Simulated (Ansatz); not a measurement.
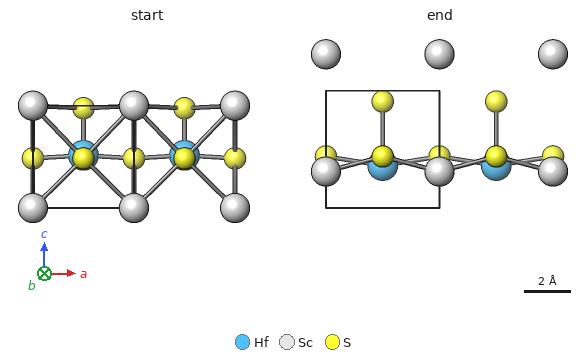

The structure of solid HfScS3 (built on the tetragonal perovskite type) (coarse preliminary run) before (left) and after (right) a relaxation, at one scale.

The picture is a ball-and-stick view of the cell of the calculation, repeated 2 × 1 × 1 with one cell outlined, seen along the b axis.

Case: tetragonal perovskite type (P4mm, No. 99).

These are results of DFT PBE, scalar-relativistic, plane waves, PAW in Ansatz, not measurements. (plane-wave cutoff 420 eV; k-point mesh 4 × 4 × 4; occupations gaussian; smearing width 0.1 eV; no spin polarisation; cell and atoms relaxed; force threshold 0.04 eV/Å; at most 70 steps)

> Summarise the run.

Over 15 accepted moves (18 points after the start) the energy falls by 1015 meV per atom. Largest force component: 7.2 eV/Å at the start, 0.0028 eV/Å at the end. Pressure: 41.63 GPa at the start and −0.01 GPa at the end. The line search rejected the trial step at point 10 of the run. The SCF was repeated twice at an unchanged geometry on a basis and grid sized afresh for the cell, which shifted the energy by 6.5 meV per atom at most. The atom that moves furthest relative to the cell is the Sc atom (1.60 Å along +c). Largest moves by element: Sc 1.60 Å, Hf 0.78 Å, S 0.35 Å. Cell: a = b 4.424 → 4.972 Å (+12.4 %), c 4.480 → 5.135 Å (+14.6 %). Volume +44.8 %. Among the contacts that change: S–Sc 3.196 → 5.119 Å, S–Sc 3.130 → 4.080 Å, Hf–S 2.061 → 2.800 Å, S–Sc 3.100 → 2.572 Å. Bonds break, among them: S–Sc (3.13 → 4.08 Å), S–Sc (3.20 → 5.12 Å). Bond angles that change, for instance: Sc–S–Sc 91.0° → 150.3°, S–Sc–S 91.0° → 150.3°, S–Sc–S 60.6° → 86.2°. The space group stays P4mm (No. 99).
